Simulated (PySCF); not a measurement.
C4H4N2, SMILES `c1cncnc1`.

Method: r2SCAN/def2-SVPD; geometry: GFN2-xTB; program: PySCF. No frequency check shows the geometry to be a minimum.

Cartesian coordinates (Å):

```
C1      -1.3505    0.0175    0.0000
C2      -0.5999    1.1856    0.0000
N3       0.7237    1.1698    0.0000
C4       1.3017   -0.0168    0.0000
N5       0.6919   -1.1888    0.0000
C6      -0.6316   -1.1690    0.0000
H7      -2.4281    0.0313    0.0000
H8      -1.0626    2.1645    0.0000
H9       2.3843   -0.0309    0.0000
H10     -1.1205   -2.1351    0.0000
```

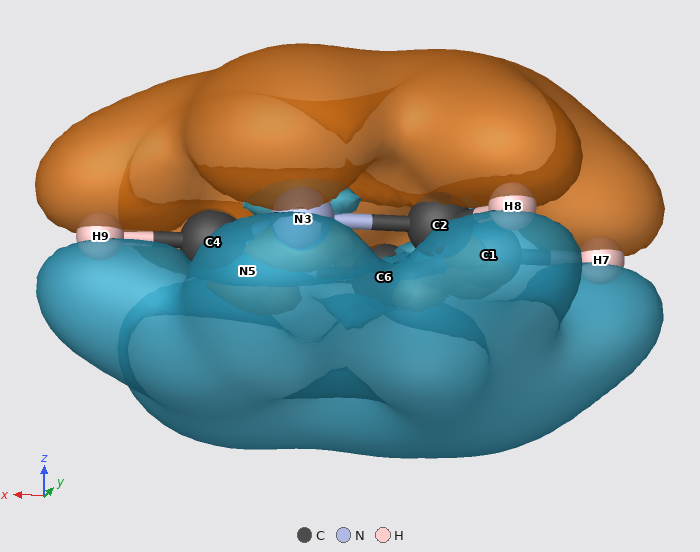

Change of the electron density in a uniform field of 0.51 V/Å, surfaces at ±0.0015 e/Å³ (light blue: gain, orange: loss).

The field was applied in both directions; the picture shows the one opposite to the script's first.

> Along which Cartesian direction does the field point?

Along +z: electrons gather on the −z side, against the field.

> How large is the response?

The induced dipole is 0.89 D (along the field); α along this axis, from the fields in both directions, is 35 bohr³ (5.2 Å³).

Run time: 110 s on 1 thread of Arm Neoverse V1, with other jobs on the host, peak memory 0.63 GiB.
